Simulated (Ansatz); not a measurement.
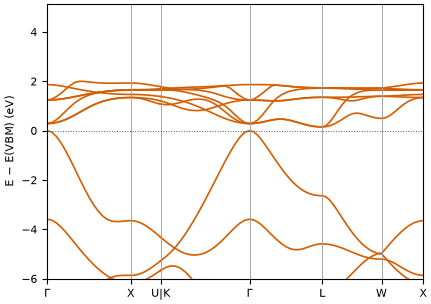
Figure. Band structure from r²SCAN (plane waves, PAW; program Ansatz)

Read off the gap and where the band edges lie.

About 0.1 eV (0.15 eV by a search for the band edges); maximum at Γ, minimum at L.

The material is LaH₃ in space group Fm-3m (No. 225; La on 4a, H on 4b, H on 8c).

The workflow started from a Materials Project entry (that database holds measured and hypothetical structures alike); the Crystallography Open Database copy checked does not list it. Whether it is the stable phase at ambient conditions was not checked. The cell was relaxed with r²SCAN under the symmetry of its start; its stability against distortions is not shown here. Spin–orbit coupling is left out wherever it is not named.

Potentials: the later of the program's two PAW sets.
